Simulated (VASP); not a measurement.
Band structure of KZnI3 (space group Pm-3m). Method: PBE GGA, VASP's PBE PAW potentials (set 64) (plane waves; VASP).

Unless said otherwise, spin-orbit coupling is left out, though it shifts the bands of the heavy elements here.

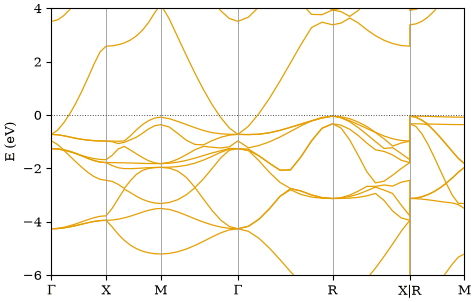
*Bands along high-symmetry lines, zero at the valence-band maximum or, without a gap, the Fermi level*

### Question
Read the plot: is there a gap, and where are the band edges?

### Answer
It has no gap at this level: it comes out as a metal or semimetal.

The structure was generated: KZnI3 was put into an ordered model structure, which need not be its known phase. The cell was not relaxed at this level. The k-mesh is coarse (spacing up to 0.39 per Å, 2π included), so the numbers may not be converged in it.
